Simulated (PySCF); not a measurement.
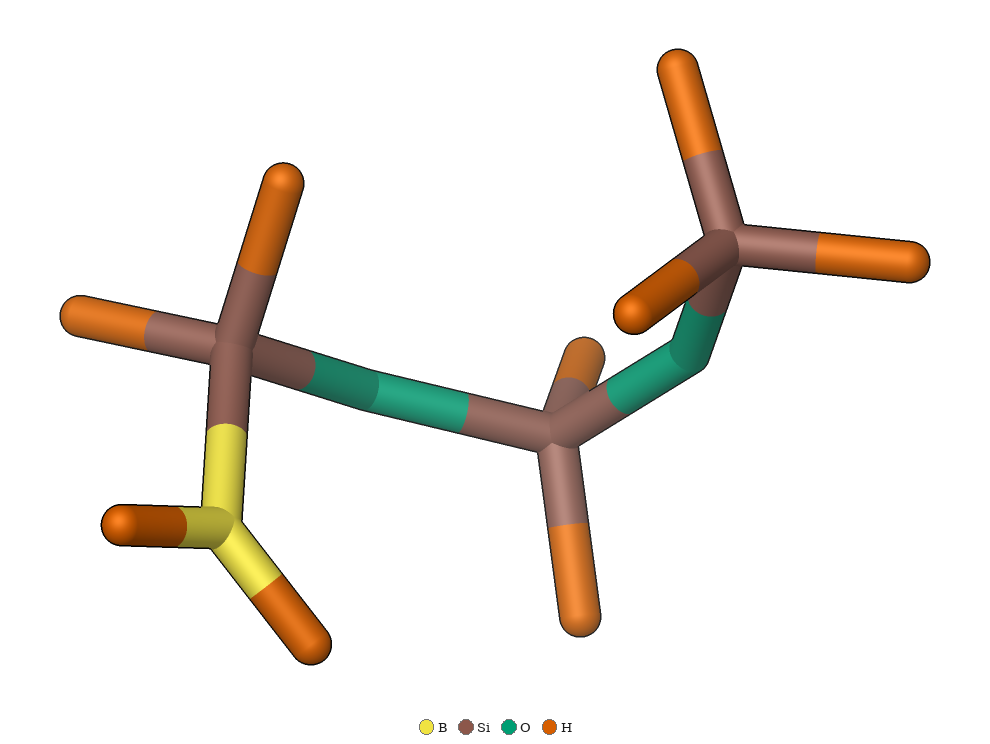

The computed structure is the end point of a GFN2-xTB optimisation. No frequency run is at hand to confirm it as a minimum.

Draw it as a skeletal formula.

SMILES: B[SiH2]O[SiH2]O[SiH3]

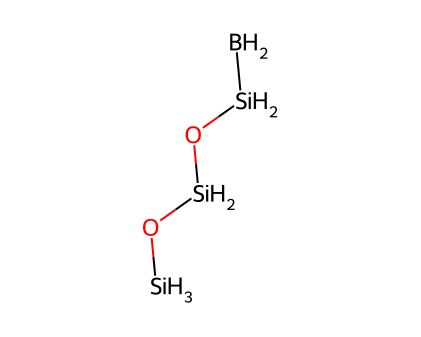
